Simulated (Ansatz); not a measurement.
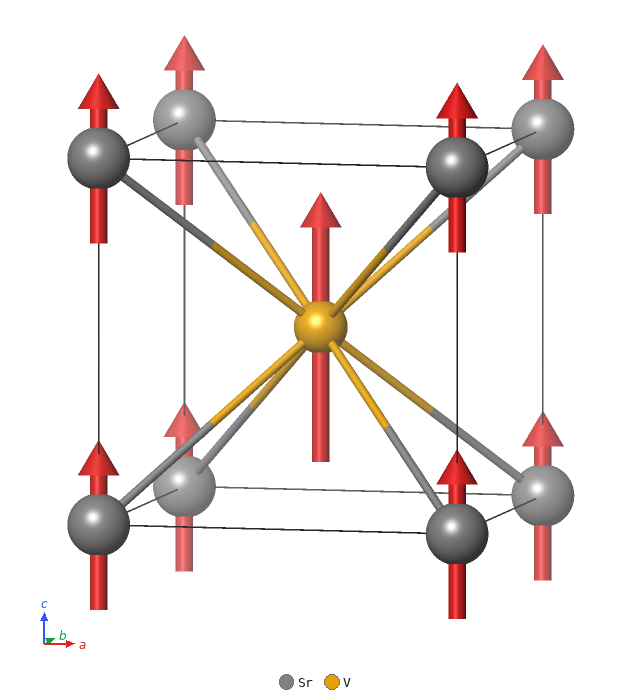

Crystal structure, ball-and-stick style, seen slightly off an axis. The parallelepiped is the simulation cell. Arrows are the site magnetic moments above 0.25 μB; longer means larger, and red and blue are up and down (without spin-orbit coupling the axis itself is arbitrary).

This is the state reached for SrV. Results below were computed with DFT PBE, scalar-relativistic, plane waves, PAW (Ansatz 0.2.0); the settings were E_cut = 420 eV, a 14×14×14 k-point grid, Gaussian smearing of 0.1 eV, collinear spins.

Q: Describe the spin arrangement.

A: Ferromagnetic (within this cell). Site moments: 1 Sr +0.3 μB and 1 V +3.5 μB. The net spin moment of the whole cell is 4.7 μB, including what lies between the atoms and on sites without an arrow.

Its origin is a textbook structure type filled with these elements (whether it is the usual form wasn't checked). The geometry is the end of a relaxation with DFT PBE, scalar-relativistic, plane waves, PAW in Ansatz 0.2.0.
